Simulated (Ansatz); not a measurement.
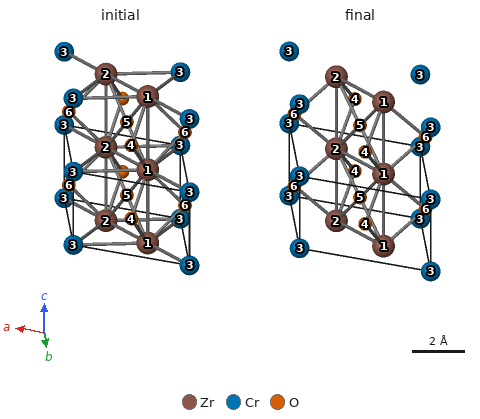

The structure of solid Zr₂CrO₃ (built on the ScCo3B2 type) (coarse preliminary run) before (left) and after (right) a relaxation, at one scale.

The picture is a ball-and-stick view of the cell of the calculation, repeated 1 × 1 × 2 with one cell outlined, seen from a free direction.

Case: ScCo3B2 type (P6/mmm, No. 191).

Computed with Ansatz 0.2.0, DFT PBE, scalar-relativistic, plane waves, PAW. Settings: plane-wave cutoff 420 eV; k-point mesh 6 × 6 × 6; occupations gaussian; smearing width 0.1 eV; collinear spin; cell and atoms relaxed; force threshold 0.04 eV/Å; at most 70 steps.

### What changed between the two?

The atoms keep their places relative to the cell (all moves are under 0.005 Å). The drawn cell changes as follows: a = b 4.994 → 5.639 Å (+12.9 %), c 3.041 → 2.991 Å (−1.6 %); the volume changes by +25.4 %. Near-neighbour distances that change, for instance: Zr1–Zr2 2.883 → 3.255 Å, Zr1–Cr3 2.883 → 3.255 Å, Zr1–O4 2.095 → 2.211 Å, Zr1–Zr1 3.041 → 2.991 Å. Bond angles that change, for instance: Zr1–O5–Zr1 93.0° → 85.2°, Zr1–O5–Zr2 87.0° → 94.8°. The space group stays P6/mmm (No. 191). Over 7 accepted moves (10 points after the start) the energy falls by 395 meV per atom. All forces vanish by symmetry, so only the cell relaxes. Pressure: 49.08 GPa at the start and −0.01 GPa at the end. The SCF was repeated 3 times at an unchanged geometry on a basis and grid sized afresh for the cell, which shifted the energy by 34.4 meV per atom at most.
